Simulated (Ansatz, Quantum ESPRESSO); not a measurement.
# Re(0001), 5 layers against a metal electrode: the electrode's level over the Fermi level at a withheld member of a series

How the rows were computed: Quantum ESPRESSO 7.5, PBE, GBRV ultrasoft. The slab is relaxed neutral, then held. ESM with bc3: vacuum below and a metal electrode about 6 Å above the top atoms. Cold smearing of 0.02 Ry. Charges are set per cell from the starting area. The slabs take the lattice constants of the bulk relaxed by the same program. The series steps the charge of the slab (positive: electrons removed).

```tsv
charge of the slab	electrode's level over the Fermi level (eV)
1 ×10¹³ e/cm²	5.747
2 ×10¹³ e/cm²	6.506
3 ×10¹³ e/cm²	7.273
4.5 ×10¹³ e/cm²	8.431
7 ×10¹³ e/cm²	10.385
8 ×10¹³ e/cm²	11.173
```

To predict: What is the electrode's level over the Fermi level at 6 ×10¹³ e/cm²?

**Fit.** The rows at 4.5 ×10¹³ e/cm² and 7 ×10¹³ e/cm² give a slope of (10.385 − (8.431))/(7 − (4.5)) = 0.7816, so a straight line gives 9.603 eV. A parabola through these and the row at 3 ×10¹³ e/cm² gives 9.600 eV.

**The withheld run.** 9.599 eV. The line misses by +0.004 and the parabola by +0.001 eV. Both misses are under 5 % of the step from the nearer row.

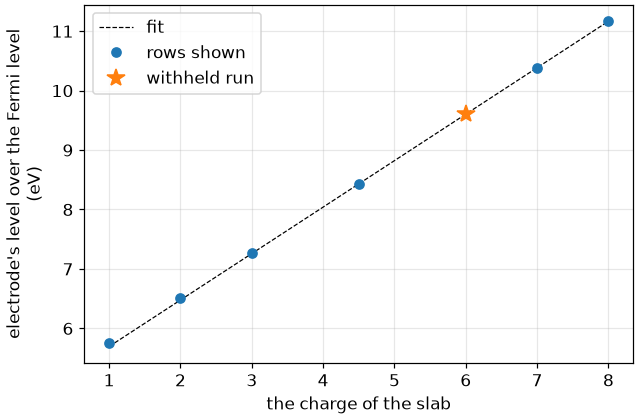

The rows shown, the fit and the withheld run.

Caveats: Vacuum fills the gap; ions don't answer the charge; added electrons can spill towards the electrode at the most negative charges. Members without a usable value, or on the other side of zero field or charge, are not listed.

[Logs are printed without paths, hosts, clocks, repeated set-up lines and the standing remarks that a program may print on its own settings, such as how far it seeks lower states.]
